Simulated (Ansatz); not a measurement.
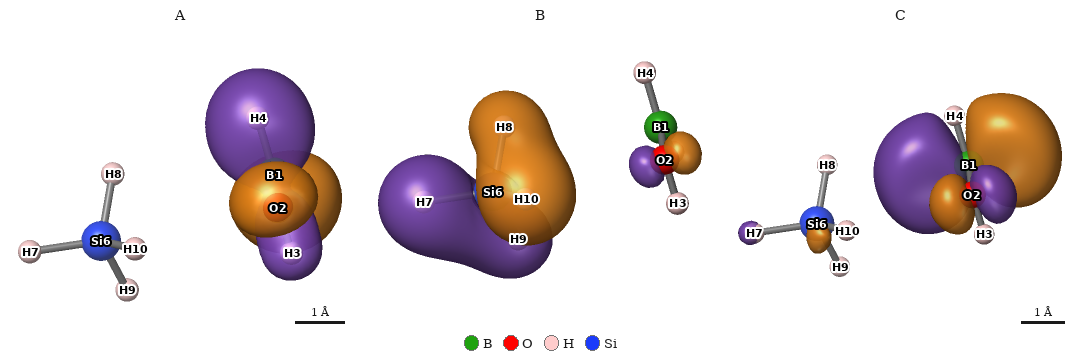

BH₃O···SiH₄. Three frontier orbitals at ±0.1 Å⁻³ᐟ² (orange and purple are the two phases), in no order.

These are results of RKS B3LYP/def2-SVP (Ansatz 0.2.0), not measurements.

Input file:

```
crystal:
  periodic: [false, false, false]
  atoms:
    - { symbol: B, position_ang: [-0.008047, -0.35363, 0.101349] }
    - { symbol: O, position_ang: [-0.107905, -0.94172, 1.341483] }
    - { symbol: H, position_ang: [-1.00579, -0.930565, 1.696809] }
    - { symbol: H, position_ang: [1.085034, -0.357345, -0.405717] }
    - { symbol: H, position_ang: [-0.979296, 0.098925, -0.464021] }
    - { symbol: Si, position_ang: [0.127369, 2.644372, 1.083125] }
    - { symbol: H, position_ang: [0.850836, 3.52379, 2.046183] }
    - { symbol: H, position_ang: [0.821621, 2.676114, -0.234793] }
    - { symbol: H, position_ang: [-1.272131, 3.132201, 0.917646] }
    - { symbol: H, position_ang: [0.100609, 1.262558, 1.590634] }
basis:
  gaussian: { orbitals: def2-SVP }
hamiltonian:
  xc: b3lyp
relax:
  f_tol: 0.03
  max_steps: 50
output:
  orbitals: {}
```

Command:

```sh
ansatz run input.yaml --threads 2 --pin off --max-ram 3072MiB --backend cpu --events-out ev --progress --plain --runs-dir out
```

The fields are those of the run's last geometry, not of the input's.

> Which picture is the HOMO−1, the HOMO and the LUMO?

B is the HOMO−1 (−9.62 eV). Its weight (Hirshfeld) is mainly on Si6 (about 40 %), H10 (about 20 %), H7 (about 20 %), H9 (about 10 %) and H8 (about 10 %). A is the HOMO (−8.46 eV). Its weight (Hirshfeld) is mainly on B1 (about 30 %), H5 (about 25 %), O2 (about 25 %) and H4 (about 20 %). C is the LUMO (−0.46 eV). Its weight (Hirshfeld) is mainly on B1 (about 60 %), O2 (about 15 %), H5 (about 5 %) and H4 (about 5 %).

> What is the HOMO–LUMO gap?

8.00 eV between the orbital energies.
